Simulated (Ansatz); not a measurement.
**Amorphous Si24Ge24**

The cell was made by melting and quenching with the CHGNet potential and then relaxed with DFT. The hot cell started wider than the set density and was brought back towards it in steps. It is the lowest in DFT energy of 4 quenches. It is a model cell: composition and starting density were chosen by hand, and all elements were melted together. No dispersion term was used.

All values below come from PBE, scalar-relativistic without spin-orbit coupling (plane waves to 420 eV, PAW; Ansatz, an electronic-structure program). Geometry, pressure, stress and energy are those of the PBE run. Its sampling: a 2×2×2 Γ-centred mesh; Fermi-Dirac width 0.05 eV; no spin polarisation. The levels at the Fermi energy are partly filled. A closed spacing in one fast-quenched cell at PBE doesn't show the material to be a metal.

```yaml
number_of_atoms_in_the_cell: 48
Density (held, not predicted): 3.73 g/cm^3
volume_per_atom: 22.42 Å^3
Pressure on a 2×2×2 Γ-centred mesh: -1.05 GPa
Largest force and stress component on that mesh (the relaxation ran on one k-point at (1/4, 1/4, 1/4)): 0.29 eV/Å and 1.4 GPa
Energy relative to germanium + silicon (lowest mix at this level among the phases computed, not always the ambient ones): 0.312 eV/atom
Gap on a 2×2×2 Γ-centred mesh (PBE): within the smearing (under twice its width)
```

Neighbours within Si-Si 2.70 Å, Si-Ge 2.76 Å, Ge-Ge 2.85 Å count as bonded.

The mean coordination of Si comes out as 4.04 (1 with 3, 21 with 4, 2 with 5) and the mean coordination of Ge is 3.79 (5 with 3, 19 with 4). The mean Si-Ge bond comes out as 2.494 Å (spread 0.064 Å, 49 counted) and the mean Si-Si bond is 2.391 Å (spread 0.061 Å, 24 counted).

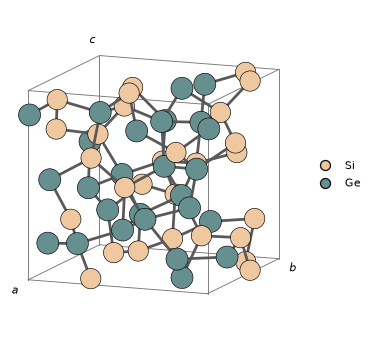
*The relaxed cell*

Its density started from a set value of 3.73 g/cm³. The simulated quench (nominally 210 K/ps over its main leg) is rapid and tends to freeze in more defects than a deposited or slowly cooled glass has. One small periodic cell is one sample of the glass; other quenches scatter about these values. The volume was held where the preparation left it, at a PBE pressure of -1.1 GPa (tension). Stress components on the final sampling reach 1.4 GPa. On a 2×2×2 Γ-centred mesh force components of up to 0.29 eV/Å stay, since the relaxation ran on one k-point at (1/4, 1/4, 1/4).
